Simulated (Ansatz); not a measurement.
The calculation's input:

```
crystal:
  periodic: [false, false, false]
  atoms:
    - {symbol: Si, position_ang: [-0.892783, -0.383574, -0.051574]}
    - {symbol: H, position_ang: [0.056591, -0.462465, -1.185100]}
    - {symbol: H, position_ang: [-0.356760, -1.088799, 1.133260]}
    - {symbol: H, position_ang: [-1.214734, 1.024610, 0.267584]}
    - {symbol: Cl, position_ang: [-2.633753, -1.323741, -0.621361]}
    - {symbol: H, position_ang: [2.808606, 0.974229, -0.405120]}
    - {symbol: Br, position_ang: [2.232933, 1.259741, 0.862412]}
basis:
  gaussian: {orbitals: def2-TZVPP}
hamiltonian: {xc: pbe0, dispersion: d4}
output: {orbitals: {seedname: orbitals}}
```

Command:

```sh
ansatz run in.yaml --threads 4 --pin off --events-out ev --progress --plain --max-ram 9574MiB
```

The reactant side of a reaction path; geometry: PBE0-D4/def2-TZVP.

These are results of Ansatz, RKS PBE0-D4/def2-TZVPP, not measurements.

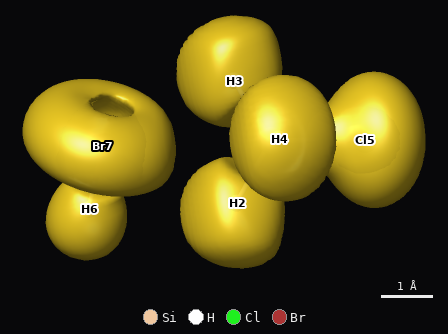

ClH3Si···HBr. Isosurface of the ELF at 0.75 (yellow), seen at a tilt. Only the valence region is drawn (cores and ρ < 0.01 e/Å³ removed).

> Where are the electrons localised?

The ELF exceeds this value in four regions around hydrogen nuclei, one region on Cl in which the atom's valence shell and bonds are merged and one ring or bowl of non-bonding electrons around Br. Along the contacts the grid gives the following. Si1···Br7 (3.65 Å): the ELF dips to about 0 between them; a weak contact between the two molecules. Si–Cl (2.06 Å): the ELF peaks at about 0.85 between the atoms, as expected for a polar covalent bond.
